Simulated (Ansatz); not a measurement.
# Run report: Si₁₀H₅Cl, nudged elastic band (part 2 of 3)

Si₁₀H₅Cl (slab, 32 atoms in the cell); DFT PBE, scalar-relativistic, plane waves, PAW, PAW set soft_1, no spin polarisation (Ansatz 0.2.0); cutoff 420 eV, 2×2×1 k-mesh, Fermi–Dirac smearing of 0.02 eV. The input holds or restrains some coordinates. It belongs to a series of runs on one base structure; here: band between the two ends.

Output, continued
```
NEB image 1
NEB image 2
NEB image 3
NEB image 4
NEB image 5
NEB iter  17: max|band force component| = 2.198e-1 eV/Å  barrier→ = 2.2110 eV  barrier← = 2.2110 eV  CI = image 3  Δτ_max = 0.0596 Å  (38 SCF iters)
NEB image 1
NEB image 2
NEB image 3
NEB image 4
NEB image 5
NEB iter  18: max|band force component| = 5.892e-2 eV/Å  barrier→ = 2.1901 eV  barrier← = 2.1901 eV  CI = image 3  Δτ_max = 0.0232 Å  (33 SCF iters)
NEB image 1
NEB image 2
preconditioner: auto → Resta (q_TF=auto, 1.848 Å⁻¹)  ε∞=2.7  [insulator: Δε(μ)=1.400 eV  Ē_g=8.808 eV  σ=0.020 eV  W_gap=1.00  n_scr=110 (ndim 8)  ℏωp=11.5 eV  f_vac=0.454  D(μ)=0.00/eV (n_scr^D=0)  ε∞_Penn≈2.7  vacuum switching on, ρ_ref=5.6e-3 e/Å³]
NEB image 3
preconditioner: auto → Resta (q_TF=auto, 1.848 Å⁻¹)  ε∞=2.7  [insulator: Δε(μ)=0.450 eV  Ē_g=8.735 eV  σ=0.020 eV  W_gap=1.00  n_scr=110 (ndim 8)  ℏωp=11.5 eV  f_vac=0.455  D(μ)=0.00/eV (n_scr^D=0)  ε∞_Penn≈2.7  vacuum switching on, ρ_ref=5.5e-3 e/Å³]
NEB image 4
preconditioner: auto → Resta (q_TF=auto, 1.848 Å⁻¹)  ε∞=2.7  [insulator: Δε(μ)=1.401 eV  Ē_g=8.808 eV  σ=0.020 eV  W_gap=1.00  n_scr=110 (ndim 8)  ℏωp=11.5 eV  f_vac=0.454  D(μ)=0.00/eV (n_scr^D=0)  ε∞_Penn≈2.7  vacuum switching on, ρ_ref=5.6e-3 e/Å³]
NEB image 5
NEB image 1
NSCF: frozen V_eff on 4 k-points
NEB image 2
NSCF: frozen V_eff on 4 k-points
NEB image 4
NSCF: frozen V_eff on 4 k-points
NEB image 5
NSCF: frozen V_eff on 4 k-points
NEB image 3
NSCF: frozen V_eff on 4 k-points
the band table was solved once a step of the walk had ended and its energy, with any forces and stress, was formed, with the checks that follow a solve (2087 applications of the Hamiltonian). They found nothing against the state; the energy, forces and stress were not computed again (output.eigenvalues in the input reference)
NEB image 3, as the band closes
preconditioner: auto → Resta (q_TF=auto, 1.848 Å⁻¹)  ε∞=2.7  [insulator: Δε(μ)=0.442 eV  Ē_g=8.737 eV  σ=0.020 eV  W_gap=1.00  n_scr=110 (ndim 8)  ℏωp=11.5 eV  f_vac=0.455  D(μ)=0.00/eV (n_scr^D=0)  ε∞_Penn≈2.7  vacuum switching on, ρ_ref=5.5e-3 e/Å³]
NEB point 1 about image 3
preconditioner: auto → Resta (q_TF=auto, 1.848 Å⁻¹)  ε∞=2.7  [insulator: Δε(μ)=0.445 eV  Ē_g=8.738 eV  σ=0.020 eV  W_gap=1.00  n_scr=110 (ndim 8)  ℏωp=11.5 eV  f_vac=0.455  D(μ)=0.00/eV (n_scr^D=0)  ε∞_Penn≈2.7  vacuum switching on, ρ_ref=5.5e-3 e/Å³]
NEB point 2 about image 3
NEB point 3 about image 3
preconditioner: auto → Resta (q_TF=auto, 1.848 Å⁻¹)  ε∞=2.7  [insulator: Δε(μ)=0.429 eV  Ē_g=8.746 eV  σ=0.020 eV  W_gap=1.00  n_scr=110 (ndim 8)  ℏωp=11.5 eV  f_vac=0.456  D(μ)=0.00/eV (n_scr^D=0)  ε∞_Penn≈2.7  vacuum switching on, ρ_ref=5.5e-3 e/Å³]
NEB point 4 about image 3
preconditioner: auto → Resta (q_TF=auto, 1.848 Å⁻¹)  ε∞=2.7  [insulator: Δε(μ)=0.436 eV  Ē_g=8.738 eV  σ=0.020 eV  W_gap=1.00  n_scr=110 (ndim 8)  ℏωp=11.5 eV  f_vac=0.455  D(μ)=0.00/eV (n_scr^D=0)  ε∞_Penn≈2.7  vacuum switching on, ρ_ref=5.5e-3 e/Å³]
NEB point 5 about image 3
preconditioner: auto → Resta (q_TF=auto, 1.848 Å⁻¹)  ε∞=2.7  [insulator: Δε(μ)=0.441 eV  Ē_g=8.738 eV  σ=0.020 eV  W_gap=1.00  n_scr=110 (ndim 8)  ℏωp=11.5 eV  f_vac=0.455  D(μ)=0.00/eV (n_scr^D=0)  ε∞_Penn≈2.7  vacuum switching on, ρ_ref=5.5e-3 e/Å³]
NEB point 6 about image 3
preconditioner: auto → Resta (q_TF=auto, 1.848 Å⁻¹)  ε∞=2.7  [insulator: Δε(μ)=0.429 eV  Ē_g=8.742 eV  σ=0.020 eV  W_gap=1.00  n_scr=110 (ndim 8)  ℏωp=11.5 eV  f_vac=0.455  D(μ)=0.00/eV (n_scr^D=0)  ε∞_Penn≈2.7  vacuum switching on, ρ_ref=5.5e-3 e/Å³]
NEB point 7 about image 3
preconditioner: auto → Resta (q_TF=auto, 1.848 Å⁻¹)  ε∞=2.7  [insulator: Δε(μ)=0.469 eV  Ē_g=8.739 eV  σ=0.020 eV  W_gap=1.00  n_scr=110 (ndim 8)  ℏωp=11.5 eV  f_vac=0.455  D(μ)=0.00/eV (n_scr^D=0)  ε∞_Penn≈2.7  vacuum switching on, ρ_ref=5.5e-3 e/Å³]
NEB point 8 about image 3
preconditioner: auto → Resta (q_TF=auto, 1.848 Å⁻¹)  ε∞=2.7  [insulator: Δε(μ)=0.480 eV  Ē_g=8.730 eV  σ=0.020 eV  W_gap=1.00  n_scr=110 (ndim 8)  ℏωp=11.5 eV  f_vac=0.454  D(μ)=0.00/eV (n_scr^D=0)  ε∞_Penn≈2.7  vacuum switching on, ρ_ref=5.5e-3 e/Å³]
NEB point 9 about image 3
preconditioner: auto → Resta (q_TF=auto, 1.848 Å⁻¹)  ε∞=2.7  [insulator: Δε(μ)=0.464 eV  Ē_g=8.737 eV  σ=0.020 eV  W_gap=1.00  n_scr=110 (ndim 8)  ℏωp=11.5 eV  f_vac=0.455  D(μ)=0.00/eV (n_scr^D=0)  ε∞_Penn≈2.7  vacuum switching on, ρ_ref=5.5e-3 e/Å³]
NEB point 10 about image 3
preconditioner: auto → Resta (q_TF=auto, 1.848 Å⁻¹)  ε∞=2.7  [insulator: Δε(μ)=0.369 eV  Ē_g=8.753 eV  σ=0.020 eV  W_gap=1.00  n_scr=110 (ndim 8)  ℏωp=11.5 eV  f_vac=0.456  D(μ)=0.01/eV (n_scr^D=0)  ε∞_Penn≈2.7  vacuum switching on, ρ_ref=5.6e-3 e/Å³]
NEB point 11 about image 3
preconditioner: auto → Resta (q_TF=auto, 1.848 Å⁻¹)  ε∞=2.7  [insulator: Δε(μ)=0.412 eV  Ē_g=8.740 eV  σ=0.020 eV  W_gap=1.00  n_scr=110 (ndim 8)  ℏωp=11.5 eV  f_vac=0.455  D(μ)=0.00/eV (n_scr^D=0)  ε∞_Penn≈2.7  vacuum switching on, ρ_ref=5.5e-3 e/Å³]
NEB point 12 about image 3
preconditioner: auto → Resta (q_TF=auto, 1.848 Å⁻¹)  ε∞=2.7  [insulator: Δε(μ)=0.478 eV  Ē_g=8.730 eV  σ=0.020 eV  W_gap=1.00  n_scr=110 (ndim 8)  ℏωp=11.5 eV  f_vac=0.454  D(μ)=0.00/eV (n_scr^D=0)  ε∞_Penn≈2.7  vacuum switching on, ρ_ref=5.5e-3 e/Å³]
NEB point 13 about image 3
preconditioner: auto → Resta (q_TF=auto, 1.848 Å⁻¹)  ε∞=2.7  [insulator: Δε(μ)=0.403 eV  Ē_g=8.739 eV  σ=0.020 eV  W_gap=1.00  n_scr=110 (ndim 8)  ℏωp=11.5 eV  f_vac=0.455  D(μ)=0.00/eV (n_scr^D=0)  ε∞_Penn≈2.7  vacuum switching on, ρ_ref=5.5e-3 e/Å³]
NEB point 14 about image 3
preconditioner: auto → Resta (q_TF=auto, 1.848 Å⁻¹)  ε∞=2.7  [insulator: Δε(μ)=0.423 eV  Ē_g=8.743 eV  σ=0.020 eV  W_gap=1.00  n_scr=110 (ndim 8)  ℏωp=11.5 eV  f_vac=0.455  D(μ)=0.00/eV (n_scr^D=0)  ε∞_Penn≈2.7  vacuum switching on, ρ_ref=5.5e-3 e/Å³]
NEB point 15 about image 3
preconditioner: auto → Resta (q_TF=auto, 1.848 Å⁻¹)  ε∞=2.7  [insulator: Δε(μ)=0.446 eV  Ē_g=8.731 eV  σ=0.020 eV  W_gap=1.00  n_scr=110 (ndim 8)  ℏωp=11.5 eV  f_vac=0.454  D(μ)=0.00/eV (n_scr^D=0)  ε∞_Penn≈2.7  vacuum switching on, ρ_ref=5.5e-3 e/Å³]
NEB point 16 about image 3
preconditioner: auto → Resta (q_TF=auto, 1.848 Å⁻¹)  ε∞=2.7  [insulator: Δε(μ)=0.425 eV  Ē_g=8.730 eV  σ=0.020 eV  W_gap=1.00  n_scr=110 (ndim 8)  ℏωp=11.5 eV  f_vac=0.454  D(μ)=0.00/eV (n_scr^D=0)  ε∞_Penn≈2.7  vacuum switching on, ρ_ref=5.5e-3 e/Å³]
NEB point 17 about image 3
preconditioner: auto → Resta (q_TF=auto, 1.848 Å⁻¹)  ε∞=2.7  [insulator: Δε(μ)=0.455 eV  Ē_g=8.738 eV  σ=0.020 eV  W_gap=1.00  n_scr=110 (ndim 8)  ℏωp=11.5 eV  f_vac=0.455  D(μ)=0.00/eV (n_scr^D=0)  ε∞_Penn≈2.7  vacuum switching on, ρ_ref=5.5e-3 e/Å³]
NEB point 18 about image 3
preconditioner: auto → Resta (q_TF=auto, 1.848 Å⁻¹)  ε∞=2.7  [insulator: Δε(μ)=0.421 eV  Ē_g=8.736 eV  σ=0.020 eV  W_gap=1.00  n_scr=110 (ndim 8)  ℏωp=11.5 eV  f_vac=0.455  D(μ)=0.00/eV (n_scr^D=0)  ε∞_Penn≈2.7  vacuum switching on, ρ_ref=5.5e-3 e/Å³]
NEB point 19 about image 3
preconditioner: auto → Resta (q_TF=auto, 1.848 Å⁻¹)  ε∞=2.7  [insulator: Δε(μ)=0.386 eV  Ē_g=8.736 eV  σ=0.020 eV  W_gap=1.00  n_scr=110 (ndim 8)  ℏωp=11.5 eV  f_vac=0.455  D(μ)=0.00/eV (n_scr^D=0)  ε∞_Penn≈2.7  vacuum switching on, ρ_ref=5.5e-3 e/Å³]
NEB point 20 about image 3
preconditioner: auto → Resta (q_TF=auto, 1.848 Å⁻¹)  ε∞=2.7  [insulator: Δε(μ)=0.497 eV  Ē_g=8.738 eV  σ=0.020 eV  W_gap=1.00  n_scr=110 (ndim 8)  ℏωp=11.5 eV  f_vac=0.455  D(μ)=0.00/eV (n_scr^D=0)  ε∞_Penn≈2.7  vacuum switching on, ρ_ref=5.5e-3 e/Å³]
NEB point between images 0 and 1
preconditioner: auto → Resta (q_TF=auto, 1.848 Å⁻¹)  ε∞=2.7  [insulator: Δε(μ)=1.319 eV  Ē_g=8.894 eV  σ=0.020 eV  W_gap=1.00  n_scr=110 (ndim 8)  ℏωp=11.5 eV  f_vac=0.449  D(μ)=0.00/eV (n_scr^D=0)  ε∞_Penn≈2.7  vacuum switching on, ρ_ref=5.7e-3 e/Å³]
  greatest PAW one-centre occupation: 0.905 electrons in one spin orbital (limit 2), on the Cl atom at site 31 (counted from 0), in its partial waves of l = 0
NEB point between images 1 and 2
preconditioner: auto → Resta (q_TF=auto, 1.848 Å⁻¹)  ε∞=2.7  [insulator: Δε(μ)=1.385 eV  Ē_g=8.850 eV  σ=0.020 eV  W_gap=1.00  n_scr=110 (ndim 8)  ℏωp=11.5 eV  f_vac=0.452  D(μ)=0.00/eV (n_scr^D=0)  ε∞_Penn≈2.7  vacuum switching on, ρ_ref=5.7e-3 e/Å³]
NEB point between images 2 and 3
preconditioner: auto → Resta (q_TF=auto, 1.848 Å⁻¹)  ε∞=2.7  [insulator: Δε(μ)=0.846 eV  Ē_g=8.760 eV  σ=0.020 eV  W_gap=1.00  n_scr=110 (ndim 8)  ℏωp=11.5 eV  f_vac=0.454  D(μ)=0.00/eV (n_scr^D=0)  ε∞_Penn≈2.7  vacuum switching on, ρ_ref=5.6e-3 e/Å³]
NEB point between images 3 and 4
preconditioner: auto → Resta (q_TF=auto, 1.848 Å⁻¹)  ε∞=2.8  [insulator: Δε(μ)=0.756 eV  Ē_g=8.722 eV  σ=0.020 eV  W_gap=1.00  n_scr=110 (ndim 8)  ℏωp=11.5 eV  f_vac=0.454  D(μ)=0.00/eV (n_scr^D=0)  ε∞_Penn≈2.8  vacuum switching on, ρ_ref=5.5e-3 e/Å³]
NEB point between images 4 and 5
preconditioner: auto → Resta (q_TF=auto, 1.848 Å⁻¹)  ε∞=2.7  [insulator: Δε(μ)=1.392 eV  Ē_g=8.854 eV  σ=0.020 eV  W_gap=1.00  n_scr=110 (ndim 8)  ℏωp=11.5 eV  f_vac=0.452  D(μ)=0.00/eV (n_scr^D=0)  ε∞_Penn≈2.7  vacuum switching on, ρ_ref=5.7e-3 e/Å³]
NEB point between images 5 and 6
preconditioner: auto → Resta (q_TF=auto, 1.848 Å⁻¹)  ε∞=2.7  [insulator: Δε(μ)=1.318 eV  Ē_g=8.894 eV  σ=0.020 eV  W_gap=1.00  n_scr=110 (ndim 8)  ℏωp=11.5 eV  f_vac=0.449  D(μ)=0.00/eV (n_scr^D=0)  ε∞_Penn≈2.7  vacuum switching on, ρ_ref=5.7e-3 e/Å³]
NEB point between images 2 and 3
preconditioner: auto → Resta (q_TF=auto, 1.848 Å⁻¹)  ε∞=2.7  [insulator: Δε(μ)=1.127 eV  Ē_g=8.769 eV  σ=0.020 eV  W_gap=1.00  n_scr=110 (ndim 8)  ℏωp=11.5 eV  f_vac=0.454  D(μ)=0.00/eV (n_scr^D=0)  ε∞_Penn≈2.7  vacuum switching on, ρ_ref=5.6e-3 e/Å³]
NEB point between images 2 and 3
preconditioner: auto → Resta (q_TF=auto, 1.848 Å⁻¹)  ε∞=2.7  [insulator: Δε(μ)=0.668 eV  Ē_g=8.774 eV  σ=0.020 eV  W_gap=1.00  n_scr=110 (ndim 8)  ℏωp=11.5 eV  f_vac=0.454  D(μ)=0.00/eV (n_scr^D=0)  ε∞_Penn≈2.7  vacuum switching on, ρ_ref=5.6e-3 e/Å³]
NEB point between images 3 and 4
preconditioner: auto → Resta (q_TF=auto, 1.848 Å⁻¹)  ε∞=2.8  [insulator: Δε(μ)=0.548 eV  Ē_g=8.720 eV  σ=0.020 eV  W_gap=1.00  n_scr=110 (ndim 8)  ℏωp=11.5 eV  f_vac=0.454  D(μ)=0.00/eV (n_scr^D=0)  ε∞_Penn≈2.8  vacuum switching on, ρ_ref=5.5e-3 e/Å³]
NEB point between images 3 and 4
preconditioner: auto → Resta (q_TF=auto, 1.848 Å⁻¹)  ε∞=2.7  [insulator: Δε(μ)=1.072 eV  Ē_g=8.751 eV  σ=0.020 eV  W_gap=1.00  n_scr=110 (ndim 8)  ℏωp=11.5 eV  f_vac=0.453  D(μ)=0.00/eV (n_scr^D=0)  ε∞_Penn≈2.7  vacuum switching on, ρ_ref=5.6e-3 e/Å³]
NEB iter  19: max|band force component| = 8.025e-3 eV/Å  barrier→ = 2.1884 eV  barrier← = 2.1884 eV  CI = image 3  CI's point: of a kind that is not told: the force calls were inconclusive, a negative curvature could not be distinguished from the path's own, the only one lies far off the path, or fixed occupations may fill a level only in part  Δτ_max = 0.0000 Å  (309 SCF iters)
```

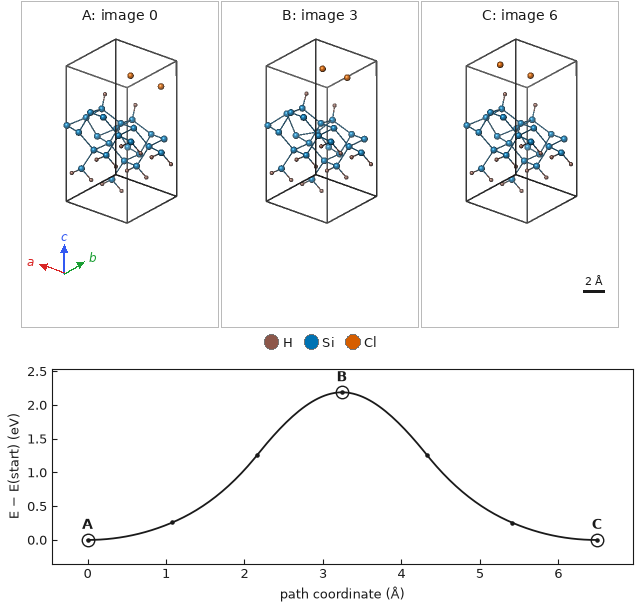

**Figure 1.** Images of the last band (counted from 0; ball-and-stick, simulation cell, with the vacuum cut short, seen at an oblique angle) above the energy along the path; the line is a cubic interpolation that uses the forces. The highest image is number 3, 2.188 eV above the start and 2.188 eV above the end (the climbing image); start and end have the same energy. The path is 6.49 Å long, and Cl31 moves most (3.84 Å). The band converged in 19 iterations. The end points carry forces over 0.1 eV/Å, so they aren't fully relaxed minima and the barriers are approximate.

```
Free energy (F): -15031.250200 eV
Harris-Foulkes:  -15031.250200 eV  (|F-HF|=1.44e-8)
Internal energy: -15031.250196 eV  (E = F + TS)
E sigma→0 (E₀):  -15031.250198 eV
Entropy (-TS):   -0.000004 eV (-0.000 meV/atom)
Fermi energy:    -0.229179 eV
--- Per-component energies (eV) ---
  E_band       = -573.172526
  E_kinetic    = 1251.921106
  E_local      = -14497.863086  (includes V_loc(G=0)·N_el)
  E_nonlocal   = 523.989075
  E_hartree    = 6745.484942
  E_xc         = -1429.089691
  E_vxc        = -1296.959931  (∫ρ·V_xc dr)
  E_paw        = -11555.653169  (= ΣΔE_a)
  E_vpaw       = -45.222428  (= ΣTr[D̂ρ^β])
  E_aug_tail   = -0.008595  (compensation charges beyond the density's cutoff)
  E_ewald      = 3929.969223
  E_smearing   = -0.000004  (= −TS)
  E_closure    = -0.000000  (closes the sum)
  Σ components = -15031.250200   (vs F -15031.250200, Δ=0.00e0)
--- Forces (eV/Å), atoms counted from 1 ---
  atom   1  H     -0.62001068    -0.05226892     0.00246416
  atom   2  H      0.62001127    -0.05226117     0.00246532
  atom   3  H     -0.61965453    -0.05630568    -0.00211151
  atom   4  H      0.61965133    -0.05629622    -0.00210607
  atom   5  H     -0.60873460     0.06976476    -0.00112262
  atom   6  H      0.60873716     0.06976188    -0.00112538
  atom   7  H     -0.60872009     0.04828949    -0.00859146
  atom   8  H      0.60871438     0.04827198    -0.00858129
  atom   9  Si    -0.00000551    -0.20777403     0.01130178
  atom  10  Si     0.00001068    -0.28000381    -0.06551354
  atom  11  Si    -0.00001890     0.25060291     0.09389270
  atom  12  Si     0.00002868     0.22272179    -0.02086482
  atom  13  Si    -0.00000800    -0.00372630     0.00017258
  atom  14  Si     0.00000013    -0.00070838    -0.00222796
  atom  15  Si    -0.00000054    -0.00041342     0.00087954
  atom  16  Si     0.00000018     0.00050638    -0.00105126
  atom  17  Si    -0.00189879     0.00141833    -0.00125365
  atom  18  Si     0.00189182     0.00142243    -0.00125154
  atom  19  Si    -0.00220459    -0.00057558    -0.00007986
  atom  20  Si     0.00220487    -0.00057838    -0.00008420
  atom  21  Si     0.00200977    -0.00397923    -0.00215676
  atom  22  Si    -0.00199594    -0.00398927    -0.00214052
  atom  23  Si     0.00112770    -0.00039135     0.00123332
  atom  24  Si    -0.00112611    -0.00038872     0.00123450
  atom  25  Si    -0.00000565     0.00002274    -0.00318174
  atom  26  Si    -0.00002998     0.00657699    -0.00364386
  atom  27  Si     0.00000124     0.00155138     0.00128526
  atom  28  Si     0.00000112     0.00193397     0.00462491
  atom  29  H      0.00000079    -0.00116165    -0.00030012
  atom  30  H     -0.00000233     0.00127126     0.00045143
  atom  31  Cl    -0.00436486    -0.00163258     0.00366057
  atom  32  Cl     0.00439008    -0.00164791     0.00369470
[...]
  max |Σ_I F_I| component: 2.74e-5 eV/Å
--- Band table (eV) ---
  k-point 0: bands = ["-15.7529", "-15.0994", "-11.8755", "-10.7739", "-10.0221", "-10.0070", "-9.9670", "-9.6457", "-9.4080", "-9.1812", "-8.9223", "-8.0352", "-7.9920", "-7.9020", "-7.8145", "-7.3903", "-6.9995", "-6.8771", "-6.5376", "-6.4672", "-6.3267", "-6.1372", "-5.8724", "-5.0862", "-4.5794", "-4.5748", "-4.2931", "-4.1435", "-3.7609", "-3.7240", "-3.6340", "-3.2953", "-3.2692", "-3.1944", "-2.9269", "-2.7811", "-2.7648", "-2.7504", "-2.7298", "-2.4102", "-2.1877", "-2.1396", "-2.0215", "-1.9718", "-1.6373", "-1.4609", "-1.4558", "-1.3414", "-1.3292", "-1.1869", "-1.0111", "-0.5692", "-0.0081", "0.7669", "1.0884", "1.1253", "1.4108", "1.5169", "1.7736", "1.8416", "2.0163", "2.0618", "2.1723", "2.5171", "2.6374", "2.7157", "2.8470", "2.9630", "3.1119", "3.1782", "3.2340", "3.5208", "3.6036", "3.7510", "3.8954", "3.9572", "4.1436", "4.2687", "4.4296", "4.4353", "4.5255", "4.5423", "4.7369", "4.7583"]
  k-point 1: bands = ["-15.7527", "-15.0994", "-11.5832", "-11.0677", "-10.4754", "-9.8842", "-9.6346", "-9.5581", "-9.3699", "-9.2688", "-9.1343", "-8.8681", "-8.6161", "-7.4737", "-6.8668", "-6.8330", "-6.7020", "-6.6185", "-6.5932", "-6.2298", "-6.1928", "-6.1886", "-5.4488", "-5.1615", "-4.8692", "-4.5842", "-4.2403", "-4.0427", "-3.9723", "-3.7304", "-3.5460", "-3.4349", "-3.2020", "-3.1898", "-3.0048", "-2.9995", "-2.7771", "-2.7627", "-2.6428", "-2.6216", "-2.5021", "-2.4952", "-2.4402", "-2.3443", "-2.1764", "-2.0390", "-1.8813", "-1.6665", "-1.5931", "-1.3151", "-0.9431", "-0.4500", "0.0765", "1.2353", "1.3179", "1.5296", "1.6103", "1.6753", "1.8608", "1.9229", "2.2689", "2.3207", "2.5205", "2.6536", "2.8360", "3.0559", "3.1761", "3.1793", "3.5421", "3.5873", "3.6363", "3.7378", "3.8588", "4.0566", "4.3448", "4.3656", "4.4950", "4.5621", "4.5898", "4.6767", "4.7019", "4.8104", "4.9442", "5.0375"]
  k-point 2: bands = ["-15.7411", "-15.1156", "-11.4204", "-11.2828", "-10.3694", "-10.2560", "-9.4521", "-9.4380", "-9.1547", "-9.0943", "-8.9103", "-8.8894", "-8.6955", "-8.5412", "-7.1857", "-7.0514", "-6.5864", "-6.5557", "-6.5041", "-5.8700", "-5.6409", "-5.4564", "-5.0075", "-4.9960", "-4.6989", "-4.6782", "-4.2746", "-4.1566", "-4.0937", "-3.8646", "-3.6539", "-3.5981", "-3.3915", "-3.3622", "-3.1824", "-3.1664", "-3.1380", "-3.0662", "-3.0493", "-2.7798", "-2.7332", "-2.6426", "-2.3723", "-2.1848", "-1.9669", "-1.9418", "-1.8681", "-1.7454", "-1.2554", "-1.0840", "-1.0531", "-0.9412", "0.4755", "1.3367", "1.5182", "1.5537", "1.8178", "1.9574", "2.0478", "2.1316", "2.3938", "2.3969", "2.5419", "2.6325", "2.7890", "2.8141", "3.0880", "3.0956", "3.2639", "3.4130", "3.7714", "3.9136", "4.0371", "4.1927", "4.2405", "4.3482", "4.3807", "4.4082", "4.5257", "4.6102", "4.9185", "5.0412", "5.1988", "5.2814"]
```
